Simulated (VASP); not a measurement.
Consider the following.

```
CELL_PARAMETERS angstrom
      0.00000     3.24724     3.24724
      3.24724     0.00000     3.24724
      3.24724     3.24724     0.00000
ATOMIC_POSITIONS crystal
  Ag 0.00000 0.00000 0.00000
  I  0.25000 0.25000 0.25000
```

Computed with AM05 GGA, VASP's PBE PAW potentials (set 64) (plane waves; VASP 6.6.1). Run with 520 eV cut-off, 8×8×8 Γ-centred mesh, tetrahedra with Blöchl corrections, potentials Ag I.

Unless said otherwise, spin-orbit coupling is left out, though it shifts the bands of the heavy elements here.

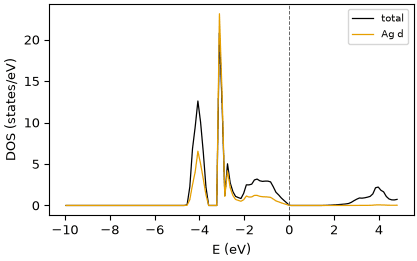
*Total and projected density of states, zero at the valence-band maximum*

Within 2 eV below the valence-band maximum the largest weight inside VASP's projection spheres is Ag d, then I p.

The gap is direct, 1.33 eV, from the valence maximum at Γ to the conduction minimum at Γ.

The compound is AgI in the zinc blende structure, whereas wurtzite is the usual form. It was relaxed first.
